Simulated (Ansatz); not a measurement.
# C$_{4}$H$_{6}$S (SMILES CC1=CSC1): what the fields show

```xyz
11

C    -1.3447    0.4430    0.3642
C     0.0218   -0.0833    0.1437
C     0.8398   -0.8349    0.8882
S     2.2057   -0.9141   -0.2283
C     0.9093    0.1005   -1.0542
H    -1.3627    1.5372    0.3240
H    -1.7272    0.1343    1.3388
H    -2.0397    0.0837   -0.4020
H     0.7569   -1.2850    1.8690
H     1.2475    1.1212   -1.2428
H     0.5586   -0.3595   -1.9800
```

Geometry: PBE0-D4/def2-TZVP.

These are results of Ansatz 0.2.0, RKS PBE0-D4/def2-TZVPP, not measurements.

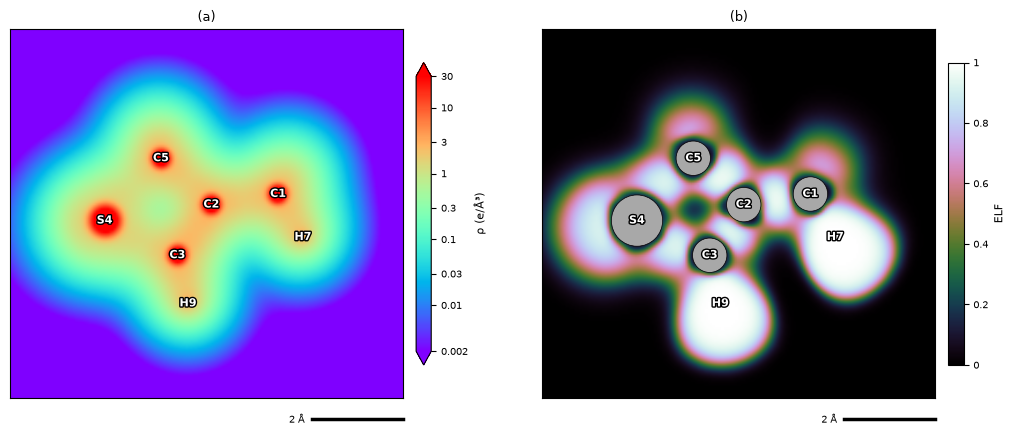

Figure 1. (a) total electron density; (b) ELF on the plane of atoms C1, C2 and C5. Grey discs cover the atomic cores in the ELF map.

**Read the bonding off the picture.**

The section cuts through C, S and H sites.
C–C (1.34 Å): ρ is about 2.4 e/Å³ halfway; the ELF peaks at about 0.90 between the atoms (a short, multiple covalent bond).
C–S (1.77 Å): the density is about 1.3 e/Å³ at the midpoint; the ELF peaks at about 0.90 between the atoms (a covalent bond).
C–H (1.08 Å): ρ at the midpoint is about 2.1 e/Å³; the ELF climbs to about 1 towards the hydrogen, as it does in any bond to H (an ordinary covalent bond to hydrogen).
C–C (1.48 Å): ρ at the midpoint is about 1.8 e/Å³; the ELF peaks at about 0.95 between the atoms, as expected for a shared electron pair.
C–S (1.84 Å): the density is about 1.2 e/Å³ at the midpoint; the ELF peaks at about 0.90 between the atoms: localised, covalent bonding.
The ELF also peaks beside S4, away from the bonds: lone-pair regions.

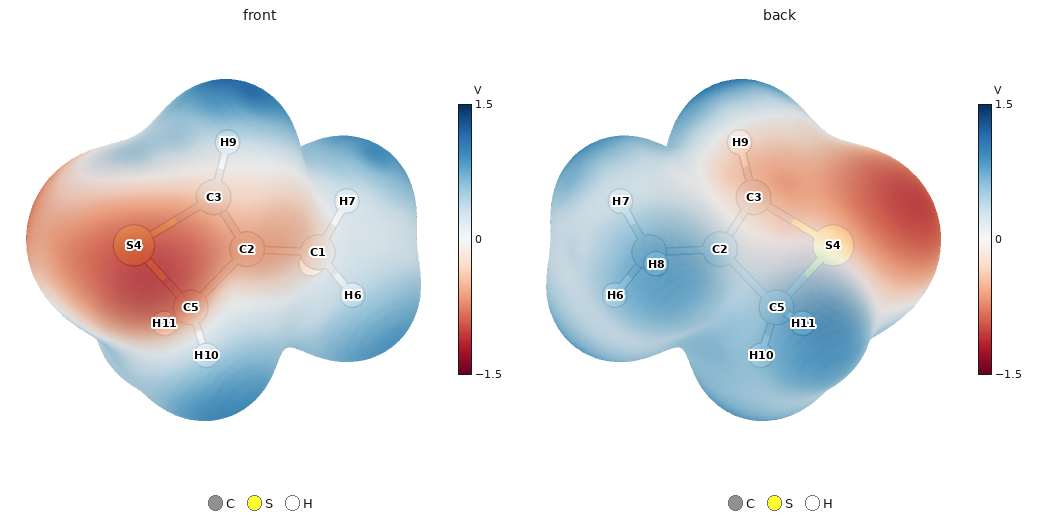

Figure 2. The molecular electrostatic potential painted on the density surface at 0.002 e/bohr³, seen from the front and from behind; red is negative and blue positive.

**Where is the surface potential most negative and most positive?**

The most negative region (about −1.1 V) lies over S4, the most positive (about +1.1 V) over H9.

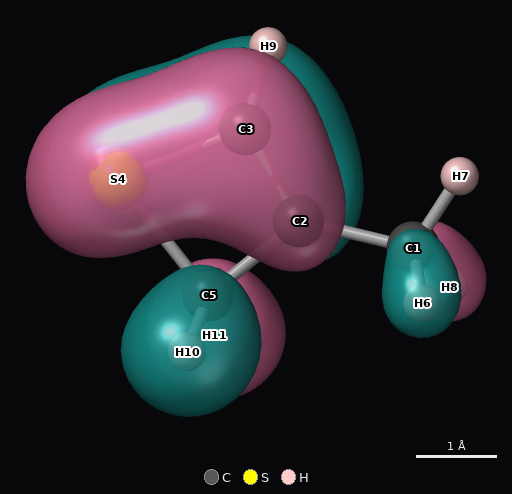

Figure 3. The HOMO−1 at ±0.08 Å⁻³ᐟ² (teal and pink are the two phases), seen at a tilt.

**What is the character of this orbital?**

It lies mainly on C3 (about 30 %), S4 (about 30 %), C2 (about 15 %) and C5 (about 10 %); π-bonding across C3–S4. Its energy is −8.42 eV.
